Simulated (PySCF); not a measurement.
# CH9FSi3: what the fields show

Input file:

```
{"job": {"kind": "uv", "xc": "CAM-B3LYP", "basis": "def2-SVPD", "nstates": 8, "ntriplets": 3}, "charge": 0, "multiplicity": 1}
C     -0.304572     1.794724    -0.628886
Si    -0.089820    -0.101809    -0.558137
Si    -1.760807    -1.030780     0.773526
Si     2.095724    -0.528725     0.078416
F      2.100998    -2.061896     0.600115
H     -0.170821     2.248930     0.349345
H     -1.298535     2.059846    -0.976754
H      0.409552     2.257238    -1.304583
H     -0.266284    -0.546550    -1.962676
H     -3.111997    -0.600143     0.394374
H     -1.758854    -2.493517     0.722487
H     -1.595480    -0.653169     2.181852
H      2.600566     0.197536     1.243033
H      3.149652    -0.542158    -0.934279
```

Run with:

```sh
OMP_NUM_THREADS=1 python probes_run.py task.json out
```

Geometry: GFN2-xTB.

Method: CAM-B3LYP/def2-SVPD, SCF density, gas phase in PySCF.

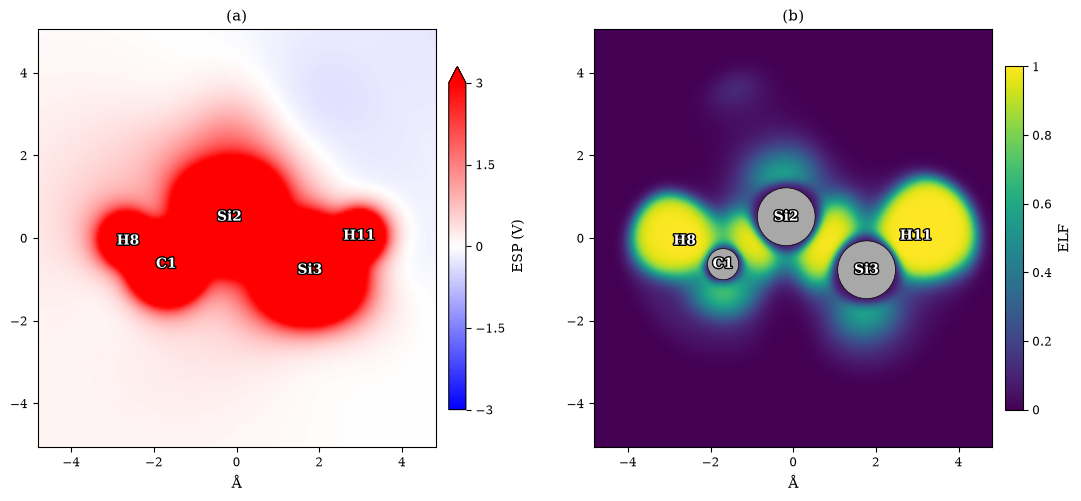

Figure 1. (a) electrostatic potential; (b) electron localisation function on the plane of atoms C1, Si2 and Si3. Grey discs cover the atomic cores in the ELF map.

Question: What do the fields say about this system?

Answer: Atoms in the plane: C, Si and H. C–Si (1.91 Å): the ELF peaks at about 0.95 between the atoms, as expected for localised, covalent bonding. Si–Si (2.33 Å): the ELF peaks at about 1 between the atoms (a covalent bond). C–H (1.09 Å): the ELF climbs to about 1 towards the hydrogen, as it does in any bond to H; an ordinary covalent bond to hydrogen. Si–H (1.46 Å): the ELF climbs to about 1 towards the hydrogen. Outside the dense part of the molecule the potential is most negative (−0.3 V) near F5, which lies off the plane.

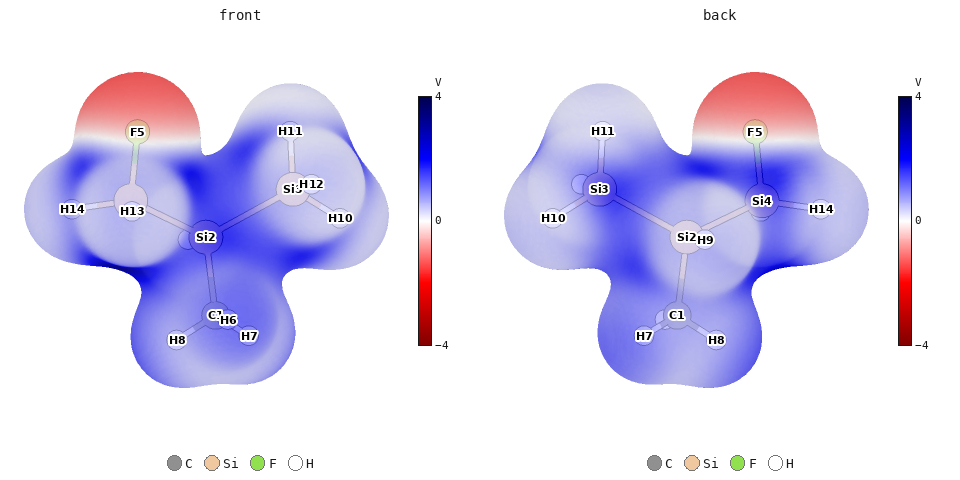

Figure 2. The molecular electrostatic potential painted on the density surface at 0.004 e/bohr³, seen from the front and from behind; the colour scale runs from red (negative) to blue (positive).

Question: Describe the electrostatic potential map.

Answer: The most negative region (about −1.3 V) lies over F5, the most positive (about +2.9 V) over Si4.

Question: How polar is the molecule by this calculation?

Answer: Its dipole moment is 2.37 D.
